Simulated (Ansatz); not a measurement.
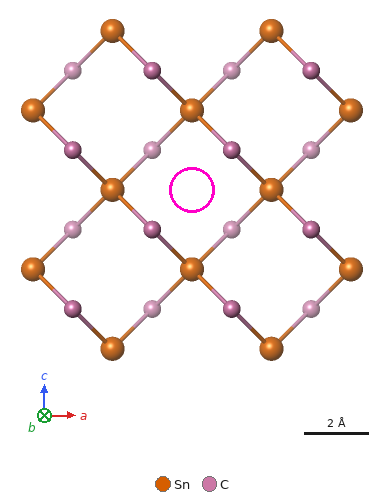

Perfect SnC. Style: ball-and-stick. Shown: the atoms within 6.0 Å of one point, in a slice 4.2 Å thick across the line of sight, along the b axis.

Level of theory: DFT, PBEsol, PAW, plane waves in Ansatz 0.2.0. Settings: plane-wave cutoff 420 eV; k-point mesh 1 × 1 × 1; mesh shifted by (0.25, 0.25, 0.25); no spin polarisation. Fermi-Dirac smearing of 0.01 eV. A uniform background neutralises the charged cell. The axes drawn are those of the host's conventional cell.

An extra beryllium atom is put between the host's atoms (an interstitial) at the ringed place, in charge state +2. The supercell has 64 sites, and the atoms are relaxed at the host's cell.

How do the neighbours respond?

The Be atom starts with 4 C at 2.18 Å, 6 Sn at 2.51 to 2.52 Å around its place and ends with 4 C at 2.00 to 2.07 Å. Of the host's atoms, a carbon atom moves furthest from its site, by 0.16 Å. The Be atom itself moves 0.05 Å from where it was put.

The relaxed defect, seen from the same direction:

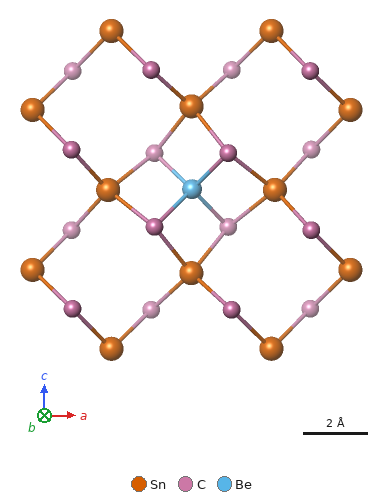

Limits of the set-up: the cell is charged, on a uniform background, and energies carry no finite-size correction.
